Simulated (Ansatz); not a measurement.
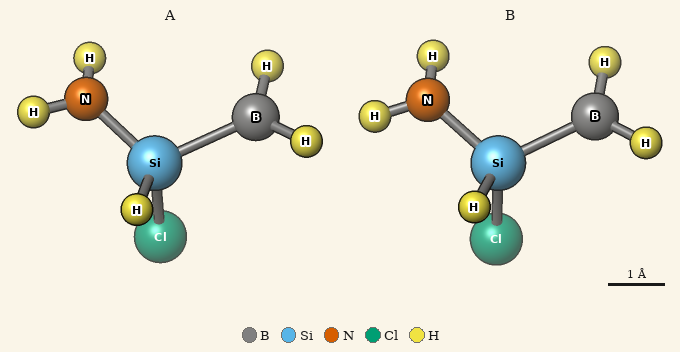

Two geometries of BSiNH$_{5}$Cl, drawn at one scale. One is the start of a relaxation, the other its converged end. A ball-and-stick model, seen face on.

Method: RHF/def2-SVP (Ansatz 0.2.0). (no spin polarisation; force threshold 0.015 eV/Å; at most 40 steps)

Which one is relaxed?

Answer. Structure A is the relaxed one. The run prepares an end point of a later path (torsion) calculation, from a guessed geometry. An H atom moves most after the best rigid fit: 0.17 Å. Largest moves by element: H 0.17 Å, Cl 0.12 Å, Si 0.07 Å, N 0.04 Å, B 0.03 Å. Among the contacts that change: B–Si 1.953 → 2.021 Å, Cl–Si 2.083 → 2.116 Å, B–H 1.169 → 1.199 Å, N–Si 1.726 → 1.712 Å. Bond angles that change, for instance: N–Si–H 101.8° → 107.3°, B–Si–H 122.6° → 117.3°, B–Si–Cl 105.5° → 101.1°. Over 6 accepted moves (7 points after the start) the energy falls by 14.4 kJ/mol. The largest force component goes from 1.5 to 0.0056 eV/Å. The line search rejected the trial step at point 5 of the run.
